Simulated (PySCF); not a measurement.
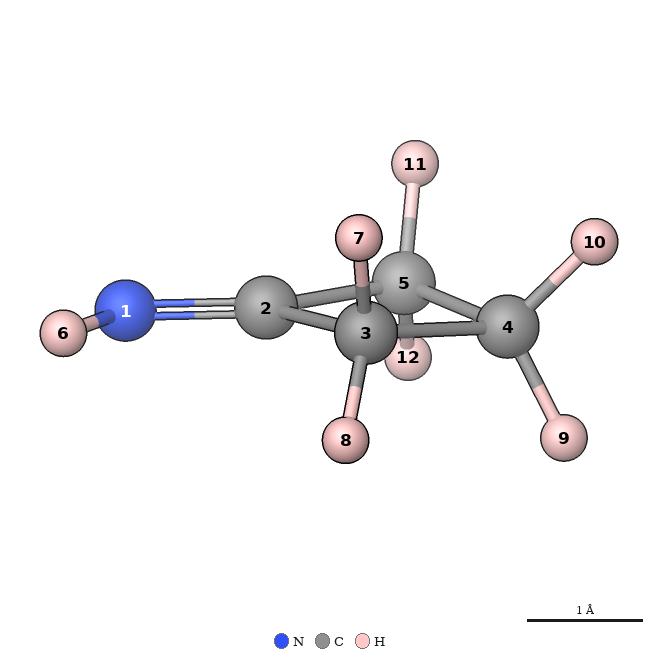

Orthographic view. Depth is shown by fading: the farther an atom, the more it takes the colour of the background. The geometry was computed by an optimisation with PBE0-D3(BJ)/def2-SVP. No frequency run is at hand to confirm it as a minimum.

Write the connection table.

N1: C2, H6
C2: N1, C3, C5
C3: C2, C4, H7, H8
C4: C3, C5, H9, H10
C5: C2, C4, H11, H12
(terminal hydrogens appear only as neighbours)
